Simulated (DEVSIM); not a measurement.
System: abrupt Si n-p junction, at 300 K.

```tsv
layer (left to right)	material	thickness (μm)	Nd (cm⁻³)	Na (cm⁻³)	τn (s)	τp (s)
1	Si	0.550	1e18	-	8e-5	8e-5
2	Si	21.0	-	5.6e17	8e-5	8e-5
```

Left contact: ohmic. Right contact: ohmic. Voltage is applied to the left contact. Recombination: SRH at mid-gap. Mobility is μmin + (μ − μmin)/(1 + (N/Nref)^α).

Constants are typed, rounded textbook-type inputs, not results; the design itself was drawn at random and stands for no fabricated device. Values at 300 K.

| parameter | Si |
|---|---|
| gap (eV) | 1.124 |
| affinity (eV) | 4.05 |
| permittivity | 11.7 |
| Nc (cm⁻³) | 2.86e19 |
| Nv (cm⁻³) | 3.1e19 |
| μn (cm²/Vs) | 1417 |
| μp (cm²/Vs) | 470 |
| μn,min | 52 |
| μp,min | 45 |
| Nref,n | 9.7e16 |
| Nref,p | 2.2e17 |
| αn | 0.68 |
| αp | 0.72 |

Model (solved in DEVSIM): 1D drift-diffusion, Boltzmann statistics, complete ionisation; no tunnelling, impact ionisation, image-force lowering or self-heating.

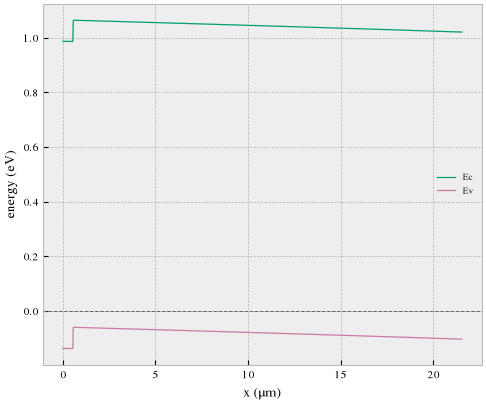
Figure. Band edges at -0.9 V on the left contact

Energies count from the Fermi level of the right contact; mesh points crowd at the junctions.

```csv
x (μm),Ec (eV),Ev (eV),n (cm⁻³),p (cm⁻³),field (V/cm)
0.000,0.987,-0.137,1.0e18,120,-16
0.02710,0.987,-0.137,1.0e18,1.5e15,-16
0.08204,0.987,-0.137,1.0e18,4.6e15,-16
0.1853,0.986,-0.138,1.0e18,1.0e16,-16
0.4038,0.986,-0.138,1.0e18,2.2e16,-15
0.4913,0.986,-0.138,1.0e18,2.7e16,-15
0.5344,0.987,-0.137,9.9e17,3.0e16,2300
0.5652,1.061,-0.063,5.6e16,5.5e17,4900
0.6110,1.064,-0.060,5.1e16,6.1e17,-19
0.7103,1.063,-0.061,5.0e16,6.1e17,-19
0.9096,1.063,-0.061,5.0e16,6.1e17,-20
1.588,1.062,-0.062,4.9e16,6.1e17,-20
2.829,1.059,-0.065,4.8e16,6.1e17,-20
5.518,1.054,-0.070,4.4e16,6.0e17,-20
13.33,1.038,-0.086,2.9e16,5.9e17,-21
17.77,1.029,-0.095,1.6e16,5.8e17,-22
19.82,1.024,-0.100,7.8e15,5.7e17,-22
20.73,1.022,-0.102,3.9e15,5.6e17,-23
21.27,1.021,-0.103,1.4e15,5.6e17,-23
21.43,1.020,-0.103,5.6e14,5.6e17,-23
21.51,1.020,-0.104,2.0e14,5.6e17,-23
21.55,1.020,-0.104,210,5.6e17,-23
```
